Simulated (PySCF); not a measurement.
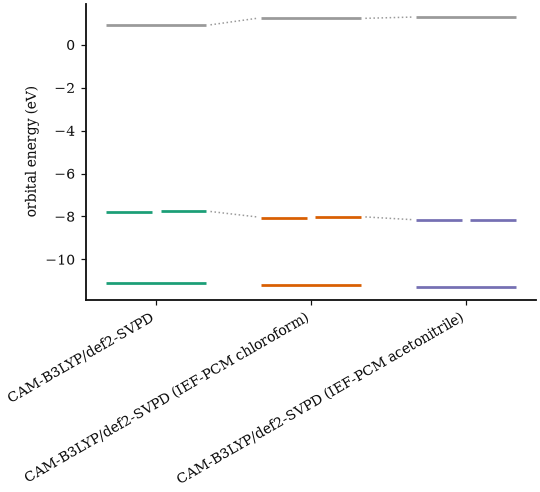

Frontier orbital energies of C₂H₇PS, SMILES C[PH](C)=S at one geometry, PySCF 2.14.0, at a PBE0-D3(BJ)/def2-SVP geometry (no frequency check). Empty levels are grey, levels within 0.1 eV stand side by side; all columns show the same few orbitals around the gap. Dotted lines join the HOMOs and the LUMOs.

> How do the frontier levels move from column to column?

The separation grows from 8.70 eV (CAM-B3LYP/def2-SVPD) to 9.43 eV (CAM-B3LYP/def2-SVPD (IEF-PCM acetonitrile)).

```tsv
level	HOMO (eV)	LUMO (eV)	separation (eV)
CAM-B3LYP/def2-SVPD	−7.77	0.93	8.70
CAM-B3LYP/def2-SVPD (IEF-PCM chloroform)	−8.02	1.23	9.25
CAM-B3LYP/def2-SVPD (IEF-PCM acetonitrile)	−8.15	1.29	9.43
```

Limits of at least one run: empty levels above zero depend strongly on the basis.
